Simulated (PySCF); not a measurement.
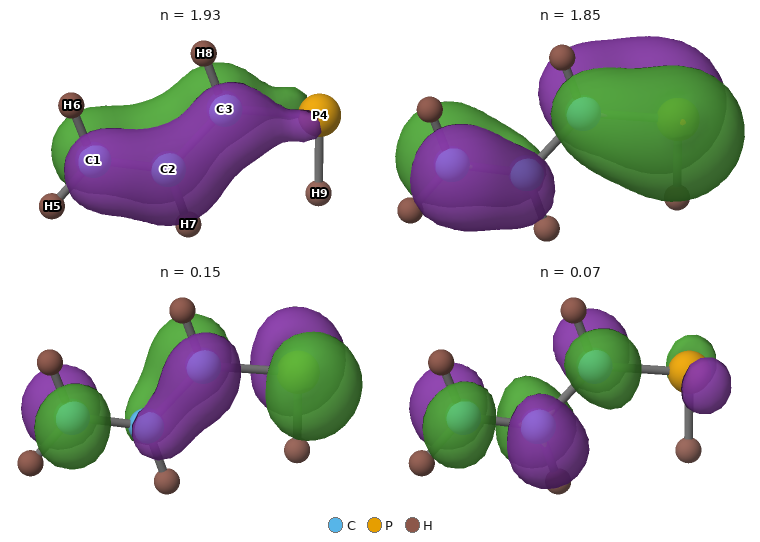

Figure. C3H5P, SMILES `C=CC=P`. Natural orbitals of the π active space, CASSCF(4,4), singlet state, in order of falling occupation.

Computed with PySCF, def2-SVPD basis, geometry: GFN2-xTB. No frequency check shows the geometry to be a minimum. GFN2-xTB bond lengths at metals and heavier atoms can be off by up to 0.1 Å and shapes distorted, which carries into these values.

Coordinates in Å:

```
C1       2.3306   -0.0571    0.0000
C2       1.0727    0.3880    0.0000
C3      -0.0699   -0.4726    0.0000
P4      -1.6856    0.0027    0.0000
H5       3.1712    0.6148    0.0000
H6       2.5543   -1.1112    0.0000
H7       0.8774    1.4542    0.0000
H8       0.1309   -1.5379    0.0000
H9      -1.4495    1.3899    0.0000
```

How multiconfigurational is the state?

Answer. The leading determinant weighs 0.89; the effective number of unpaired electrons, Σ n²(2−n)², is 0.18; the most occupied of the weakly occupied orbitals holds 0.15 e, as in an ordinary closed-shell π system. The active space lowers the energy by 1.48 eV against Hartree–Fock.

Where does the lowest triplet lie relative to the singlet, at this geometry and within this active space?

Answer. 2.42 eV above it by strongly contracted NEVPT2 (+2.28 eV by CASSCF); a small basis tends to put such gaps a few tenths of an eV too high. This is a vertical energy for π states alone; a state that uses lone pairs or σ orbitals may lie lower.
